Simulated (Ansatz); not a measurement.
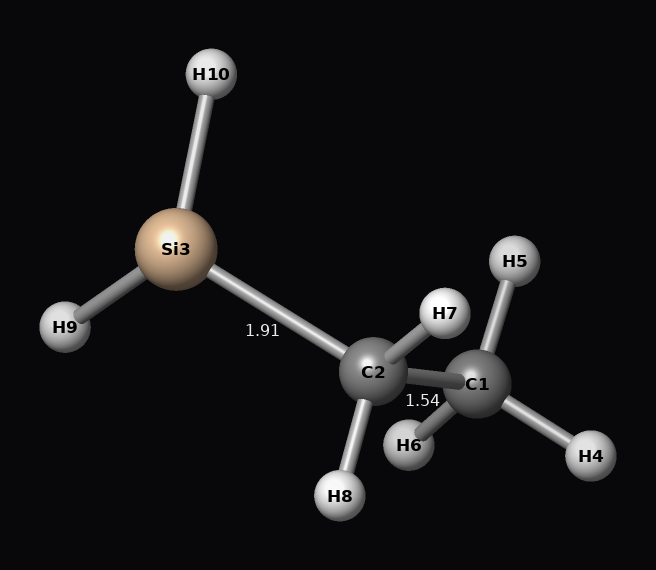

The numbers beside the sticks are distances in Å. Sticks don't show bond order. Charge 0, doublet. The computed structure is the end point of a PBE-D4/def2-SVP optimisation. No frequency run is at hand to confirm it as a minimum.

Question: Which of the marked bonds are single, double, triple or aromatic?

Answer: C1–C2 single; C2–Si3 single. This is one Lewis structure.

Question: Give the structure as SMILES.

Answer: CC[SiH2]
